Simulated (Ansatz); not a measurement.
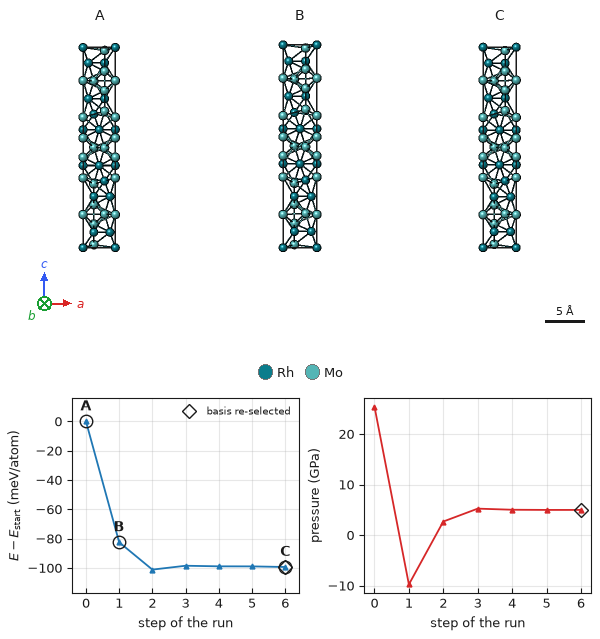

Frames of a relaxation of solid Mo6Rh7 (a generated structure, set up in R-3m), marked on the history of the run. Style: ball-and-stick. Shown: the conventional cell (3 times the calculation's cell), along the b axis. Lengths and directions refer to the drawn axes.

The start is a swapped structure.

Theory: DFT, PAW plane waves, PBEsol (Ansatz).

The input:
```yaml
crystal:
  lattice:
    - [2.423441, 4.197521, 0.0]
    - [-2.423441, 4.197521, 0.0]
    - [0.0, -2.798347, 8.690526]
  atoms:
    - { symbol: Rh, position: [0.0895, 0.0895, 0.7686] }
    - { symbol: Rh, position: [0.5896, 0.0895, 0.7686] }
    - { symbol: Rh, position: [0.0895, 0.5896, 0.7686] }
    - { symbol: Rh, position: [0.4104, 0.9105, 0.2314] }
    - { symbol: Rh, position: [0.9105, 0.9105, 0.2314] }
    - { symbol: Rh, position: [0.9105, 0.4104, 0.2314] }
    - { symbol: Mo, position: [0.1655, 0.1655, 0.4965] }
    - { symbol: Mo, position: [0.8345, 0.8345, 0.5035] }
    - { symbol: Rh, position: [0.0, 0.0, 0.0] }
    - { symbol: Mo, position: [0.4518, 0.4518, 0.3554] }
    - { symbol: Mo, position: [0.5482, 0.5482, 0.6446] }
    - { symbol: Mo, position: [0.3483, 0.3483, 0.0449] }
    - { symbol: Mo, position: [0.6517, 0.6517, 0.9551] }
  symmetry: { tolerance: 0.0003 }
kpoints:
  mp_grid: { grid: [5, 5, 5], shift: [0, 0, 0] }
magnetization:
  spin_polarized: false
scf:
  occupations: { method: fermi_dirac }
  lower_state_search: "off"
hamiltonian:
  pseudopotentials: { kind: paw }
  xc: pbesol
basis:
  ecutwfc: 420
  fft_grid_basis: typed
relax:
  max_steps: 40
  cell: { p_target: 5.0 }
  f_tol: 0.03
output:
  forces: true
  stress: true
  eigenvalues: true
  populations: true
  elf: true
  write_potential: true
  volumetric_format: npy
  dos:
    e_range: [-12, 8]
    de: 0.05
    projected: { site_lists: { Mo: [Mo], Rh: [Rh] } }
  bader: false
checkpoint:
  read: saved_state
```

Run as
```bash
ansatz run input.yaml --threads 2 --pin off --max-ram 3584MiB --backend cpu --events-out ev --progress --plain --runs-dir out
```

What happens along the run?

The largest moves relative to the cell, 0.072 Å, are those of Rh1, Rh2, Rh3, Rh4, Rh5 and Rh6. Rh3 goes along [1 −1 −2]. By element the largest moves are Rh 0.072 Å, Mo 0.047 Å. The drawn cell changes as follows: a = b 4.847 → 4.981 Å (+2.8 %), c 26.072 → 26.105 Å (+0.1 %); the volume changes by +5.8 %. Near-neighbour distances that change, for instance: Rh1–Mo12 2.779 → 2.899 Å, Mo12–Mo13 2.905 → 3.006 Å, Rh1–Rh9 2.450 → 2.538 Å, Rh1–Rh2 2.423 → 2.508 Å. The space group stays R-3m (No. 166). Over 5 accepted moves (6 points after the start) the energy falls by 99.3 meV per atom. With the target pressure of 5 GPa, the enthalpy E + pV changes by −74.8 meV per atom. The largest force component goes from 0.93 to 0.0022 eV/Å. Pressure: 25.42 GPa at the start and 5.00 GPa at the end. The SCF was repeated once at an unchanged geometry on a basis and grid sized afresh for the cell, which shifted the energy by 0.4 meV per atom at most. From step 0 to 1: Rh atoms move most (0.08 Å), volume +11.6 %, energy −82.5 meV per atom. From step 1 to 6: Mo atoms move most (0.03 Å), volume −5.2 %, energy −16.9 meV per atom.
